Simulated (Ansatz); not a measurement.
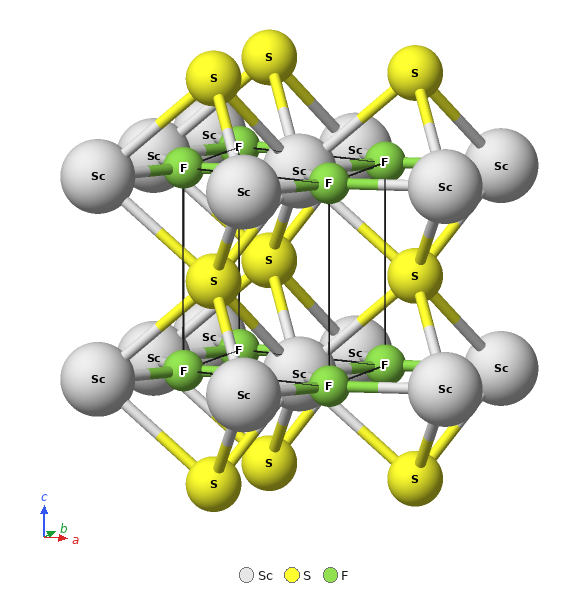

The image is a ball-and-stick drawing of a crystal, viewed slightly off an axis. The wireframe shows the conventional unit cell. The bonded neighbours beyond the faces are included.

ScSF, space group P-6m2 (No. 187), a = 3.686 Å, b = 3.686 Å, c = 3.611 Å, α = 90.00°, β = 90.00°, γ = 120.00°. The starting point was a structure type filled with these elements by a generator (whether the compound takes this form wasn't checked). Earlier steps of the study may have refined or changed the cell and positions. It was the input of a calculation with Ansatz.

This one geometry was computed with Ansatz (DFT, plane waves, PAW) at four levels of theory: PBE+D3(BJ), r2SCAN, HSE06 and LDA.

Question: Which level gives the highest pressure at this volume, and what does that say about its equilibrium volume?

Answer: Highest: r2SCAN (1.6 GPa), which points to the largest equilibrium volume. Lowest, with the smallest volume: LDA (-5.7 GPa). Levels within 0.5 GPa of each other can't be told apart.

Question: How does the band gap change with the level of theory?

Answer: LDA: a gap of 0.97 eV, direct; PBE+D3(BJ): a gap of 1.09 eV, direct; r2SCAN: a gap of 1.48 eV, direct; HSE06: a gap of 2.16 eV, direct.

Question: Collect the results in a table.

Answer:
| level | cutoff (eV) | k-mesh of the run's cell | gap (eV) | pressure (GPa) |
| --- | --- | --- | --- | --- |
| PBE+D3(BJ) | 420 | 9×9×8 | 1.09 | 0.0 |
| r2SCAN | 500 | 9×9×8 | 1.48 | 1.6 |
| HSE06 | 420 | 6×6×6 | 2.16 | 0.9 |
| LDA | 420 | 9×9×8 | 0.97 | -5.7 |

Gaps are taken on the k-mesh or band path of each run.
